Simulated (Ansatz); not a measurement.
## Ligand exchange: HBr + C2H11NSi2 → SiH3Br + C2H9NSi

Species: HBr, singlet; C2H11NSi2 `CC[SiH](N)[SiH3]`, singlet; SiH3Br `[SiH3]Br`, singlet; C2H9NSi `CC[SiH2]N`, singlet. The partners trade H for SiH3: Br–H and Si–SiH3 bonds give way to Br–SiH3 and Si–H.

Shapes, held fixed at every level: PBE0-D4/def2-TZVP. Flexible molecules stand in one conformer, not always the lowest. Programs: Ansatz 0.2.0. The zero-point and thermal change to 298 K, harmonic and unscaled (PBE0-D4/def2-TZVP), is +3.3 kJ/mol.

```
               level                    kind  ΔH(298 K) (kJ/mol)  less CCSD(T)/def2-TZVPP
         HF/def2-SVP            Hartree–Fock              -105.6                    -19.1
r2SCAN-D4/def2-TZVPP                meta-GGA               -86.4                     +0.1
 BHLYP-D4/def2-TZVPP           global hybrid               -94.8                     -8.3
  PBE0-D4/def2-TZVPP           global hybrid               -80.1                     +6.4
  wB97M-V/def2-TZVPP  range-separated hybrid               -94.1                     -7.6
      MP2/def2-TZVPP     perturbation theory               -96.6                    -10.1
    CCSD(T)/def2-SVP   coupled cluster or CI               -80.8                     +5.7
  CCSD(T)/def2-TZVPP   coupled cluster or CI               -86.5                      0.0
```

The highest level, CCSD(T)/def2-TZVPP, gives ΔH(298 K) = -86.5 kJ/mol; the levels span -105.6 to -80.1. The column of differences is taken from that level and isn't an error. No measured value is set beside it here. Relativity is left out for Br. Outer-core shells of Br are correlated, in sets that cover them unevenly.

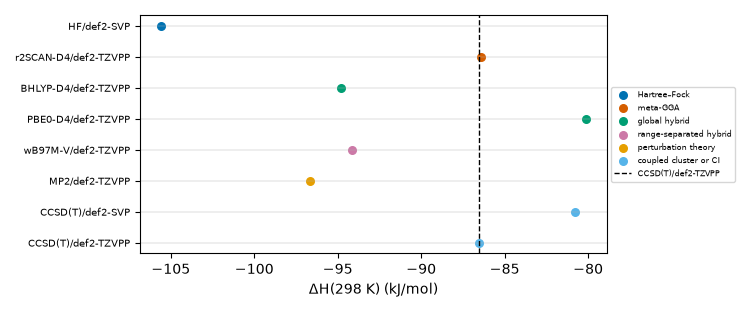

The values of the table, level by level.
